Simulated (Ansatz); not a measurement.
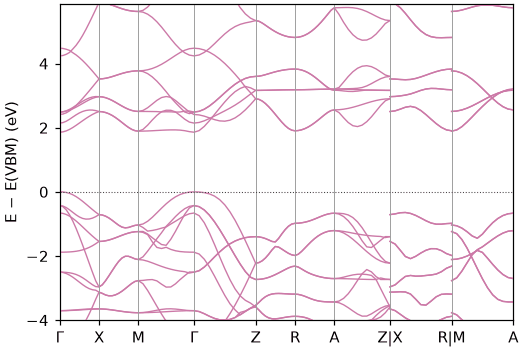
Fig. 1. Band structure from DFT-PBE in the program Ansatz with PAW potentials

**Question.** Read off the gap and where the band edges lie.

**Answer.** About 1.9 eV (1.86 eV by a search for the band edges); maximum at Γ, minimum at Γ.

The material is TiO₂ (rutile, P4_2/mnm).

Symmetry was held in the PBE relaxation. The run is not spin-polarised.

Potentials: the later of the program's two PAW sets.
